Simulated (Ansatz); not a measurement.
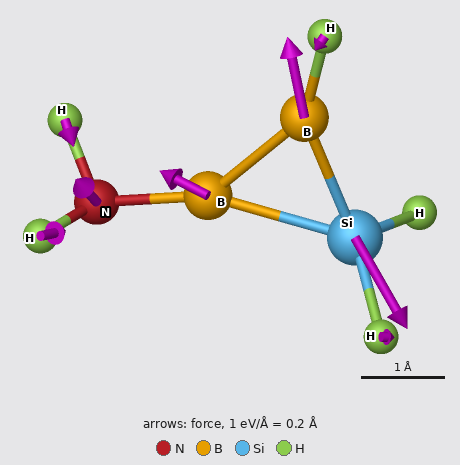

Starting geometry of B₂SiNH₅ with the computed forces as purple arrows. Style: ball-and-stick. Shown at a tilt.

The run prepares an end point of a later path (inversion) calculation, from a guessed geometry.

Level of theory: RKS r2SCANh/def2-SVP in Ansatz. Settings: no spin polarisation; force threshold 0.015 eV/Å; at most 40 steps.

### Is this structure relaxed? If not, where do the atoms go?

It isn't relaxed: the largest force vector, on the Si atom, is 6.37 eV/Å. The final displacements have little in common with the starting forces (cosine between the two patterns 0.26). The energy falls by 74.8 kcal/mol in 17 accepted moves (18 points after the start). Largest force component: 5.3 eV/Å at the start, 0.0097 eV/Å at the end. The line search rejected the trial step at point 12 of the run. The atom that moves furthest after the best rigid fit is an H atom (1.48 Å). By element the largest moves are H 1.48 Å, B 0.73 Å, N 0.35 Å, Si 0.22 Å. Near-neighbour distances that change, for instance: B–Si 1.845 → 2.437 Å, B–B 1.755 → 1.558 Å, B–Si 1.772 → 1.872 Å, B–N 1.462 → 1.370 Å. Bonds break: B–Si (1.84 → 2.44 Å). Bond angles that change, for instance: N–B–B 147.3° → 174.4°, B–B–Si 63.1° → 90.1°, Si–B–H 147.7° → 126.9°.
